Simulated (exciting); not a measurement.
Consider Li3TaO4, space group I4/mmm.

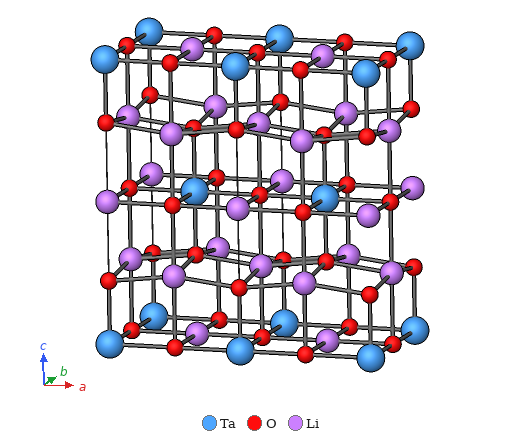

The structure (tantalum blue, oxygen red, lithium purple). 2×1×1 conventional cells are drawn. Some periodic images of atoms are drawn too.

```xyz
8
Lattice="-2.0648 2.0648 4.3590 2.0648 -2.0648 4.3590 2.0648 2.0648 -4.3590" Properties=species:S:1:pos:R:3 pbc="T T T"
Ta    0.0000    0.0000    0.0000
O     0.0000    0.0000    1.9366
O     0.0000    2.0648    0.0000
O     0.0000    0.0000    6.7813
O     2.0648    0.0000    0.0000
Li    0.0000    2.0648    2.1795
Li    2.0648    0.0000    2.1795
Li    0.0000    0.0000    4.3590
```

Absorber: atom 1, with 2 O at 1.94 Å and 4 O at 2.06 Å (distorted octahedral, site symmetry 4/mmm). Method: exciting, all-electron LAPW+lo, LDA, exchange and screened direct term (singlet BSE), 3×3×4 shifted k points, 32 conduction bands, |G+q| up to 3 bohr⁻¹ (2 in the exchange term), full RPA screening with nempty = 58, Lorentzian half width 2.44 eV.

Question: What does the Ta L₃ spectrum look like, and is there a bound core exciton?

Bound core exciton? Yes on this mesh: the first bright state (over 5 % of the brightest) lies at -1.97 eV from the Kohn–Sham onset and at -2.08 eV from the lowest bare transition of its own mesh. Maxima (height): -0.6 eV (1.00).

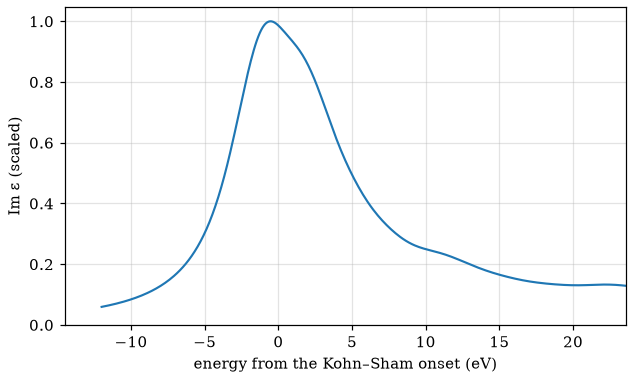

Energy from the Kohn–Sham onset, core level to the lowest empty state found on the meshes used; Im ε in relative units.

Binding energies aren't converged on 36 k points, and fine structure above the first lines is partly noise of the mesh. Exchange and the short-range direct term aren't converged in the kernel cutoff. The zero comes from the unshifted 4×4×4 ground-state mesh; it is exact only where the band minimum lies on that mesh. The conduction states carry no spin here, so the exchange coupling to the spinor core hole is only partly held. This core level is treated alone, with no coupling to its spin–orbit partner. The Kohn–Sham onset, 9762 eV, is no photon energy (tabulated edge of the element: 9881 eV): the scale needs a rigid shift. Bands and screening come from semilocal DFT, whose small gap overscreens. Vibrations and energy-dependent lifetimes are left out. The structure is a Materials Project entry, computed there, and may be a hypothetical form.

[Banner, clock and machine lines of the logs are left out without a mark of their own.]

[Logs are printed without paths, hosts, clocks, repeated set-up lines and the standing remarks that a program may print on its own settings, such as how far it seeks lower states.]

[Hosts, paths, dates, database ids (printed as entryN), source tags and the programs' standing remarks are cut or masked in the printed files.]
